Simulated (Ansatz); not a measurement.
WF$_{2}$

```xyz
3
Lattice="2.7532 0.0000 0.0000 -1.3766 2.3844 0.0000 0.0000 0.0000 6.1618" Properties=species:S:1:pos:R:3 pbc="T T T"
W     0.0000    0.0000    0.0000
F     0.0000    1.5896    1.5079
F     1.3766    0.7948    4.6539
```

Space group P-3m1; started from the cadmium iodide (1T) prototype, which need not be the ambient phase; the program warned that a starting moment wasn't kept; spin-polarised, but the moments vanished.

The calculation used DFT PBEsol, scalar-relativistic, plane waves, PAW in Ansatz.

Q: What can the converged valence pseudo-density and electron localisation function tell about the bonding?

A: W–F (2.19 Å): the density is about 0.43 e/Å³ at the midpoint; the ELF peaks at about 0.80 in the valence shell of F, 0.6 Å from its nucleus, and is about 0.10 at the midpoint: no shared electron pair shows on this line.

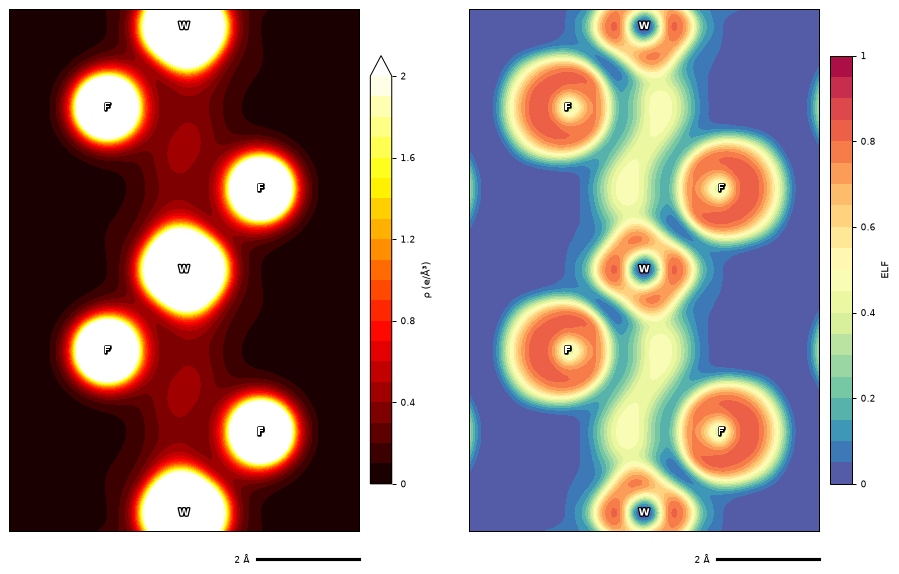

Computed valence pseudo-density and electron localisation function on the (110) plane of the conventional cell, in this order. 
